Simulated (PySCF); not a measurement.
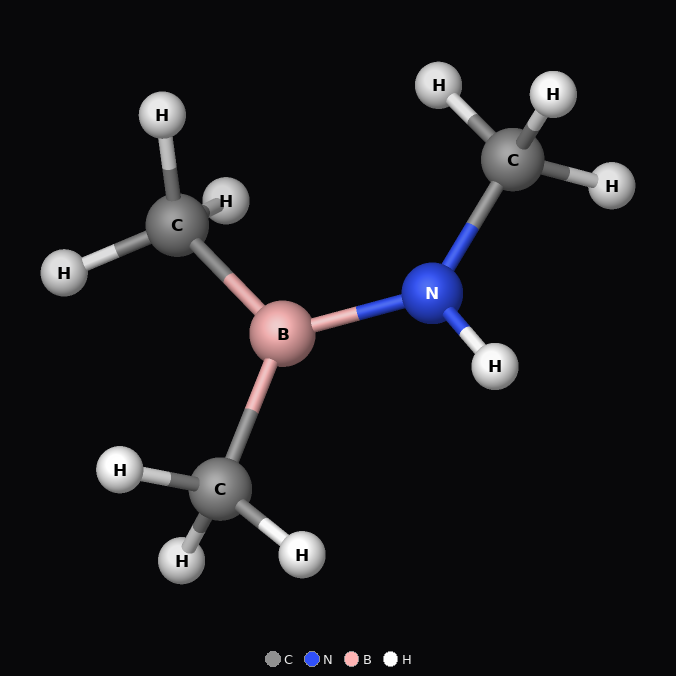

A ball-and-stick model of a molecule.

**What is the molecular formula?**

C₃H₁₀BN, 15 atoms: 3 carbon, 10 hydrogen, 1 boron and 1 nitrogen.

**Describe its rings.**

It has no ring.

**Count the bonded pairs by element.**

9 C–H, 2 C–B, 1 C–N, 1 B–N, 1 N–H.

**Write the SMILES.**

CNB(C)C

The parts below concern this one geometry. Atoms keep their numbers from picture to picture. The computed structure is the end point of a PBE0-D3(BJ)/def2-SVP optimisation. No frequency run is at hand to confirm it as a minimum.

### Shape

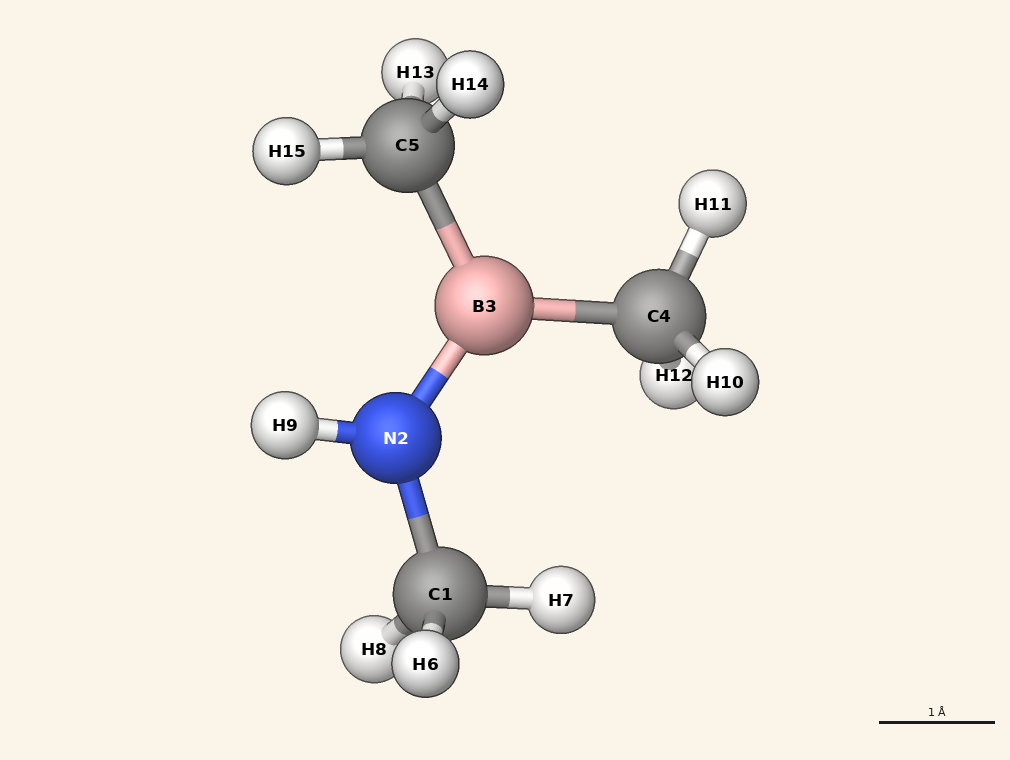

Numbered structure. No frequency run is at hand to confirm it as a minimum.

List the bonds and their lengths.

```
  bond  length (Å)   order
 C1–N2       1.439  single
 C1–H6       1.104  single
 C1–H7       1.098  single
 C1–H8       1.104  single
 N2–B3       1.404  single
 N2–H9       1.014  single
 B3–C4       1.588  single
 B3–C5       1.583  single
C4–H10       1.104  single
C4–H11       1.100  single
C4–H12       1.104  single
C5–H13       1.104  single
C5–H14       1.104  single
C5–H15       1.102  single
```

### NMR shielding

The questions are on isotropic NMR shieldings of the C atoms. No frequency run is at hand to confirm it as a minimum. Level of theory: GIAO PBE0/cc-pVTZ NMR shielding, non-relativistic, gas phase (PySCF 2.14.0).

List the isotropic NMR shieldings of the C atoms.

```json
{"atom": "C1", "σ (ppm)": "156.3"}
{"atom": "C4", "σ (ppm)": "186.4"}
{"atom": "C5", "σ (ppm)": "178.4"}
```

### Electronic properties

No frequency run is at hand to confirm it as a minimum. Level of theory: PBE0/cc-pVTZ, gas phase (PySCF 2.14.0).

What does the calculation give?

- dipole moment: 1.36 D
- HOMO energy (Kohn–Sham orbital): −7.29 eV
- LUMO energy (Kohn–Sham orbital): 1.10 eV
- HOMO–LUMO gap: 8.40 eV

### Charges

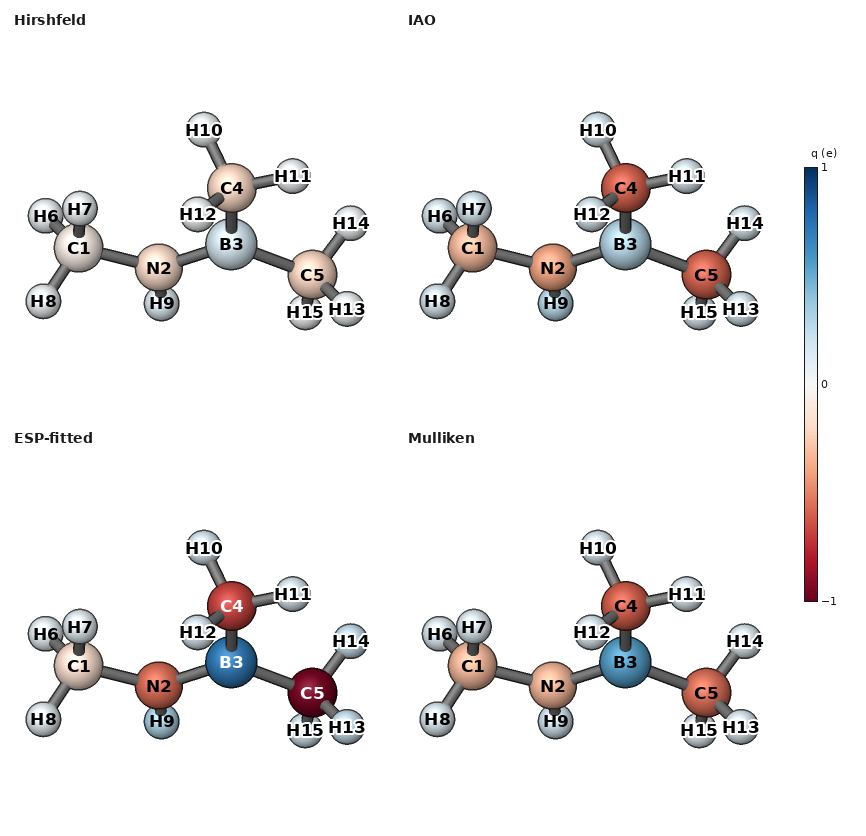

Atomic charges of one calculation by 4 schemes, on one colour scale. No frequency run is at hand to confirm it as a minimum. Level of theory: PBE0/IGLO-III (PySCF 2.14.0).

**Which scheme gives the most polar picture (largest mean size of the charges)?**

The ESP-fitted charges are the largest in size here, and the Hirshfeld charges the smallest.

**On which atom do the schemes disagree most?**

On C5 (from −0.96 to −0.20 e).

List the charges (e), one line for each set of equivalent atoms. Atoms whose distances differ by more than 0.02 Å in this geometry are listed apart.

```tsv
atom	Hirshfeld	IAO	ESP-fitted	Mulliken
C1	−0.07	−0.31	−0.15	−0.32
N2	−0.18	−0.38	−0.56	−0.32
B3	0.17	0.28	0.71	0.55
C4	−0.20	−0.59	−0.67	−0.60
C5	−0.20	−0.58	−0.96	−0.55
H6	0.04	0.14	0.08	0.12
H7	0.05	0.15	0.09	0.12
H8	0.04	0.14	0.08	0.12
H9	0.12	0.26	0.31	0.19
H10	0.04	0.15	0.15	0.12
H11	0.04	0.15	0.15	0.13
H12	0.04	0.15	0.15	0.12
H13	0.04	0.15	0.22	0.12
H14	0.04	0.15	0.22	0.12
H15	0.03	0.13	0.19	0.09
```

Mulliken values depend strongly on the basis set and can even reverse the polarity of a bond.
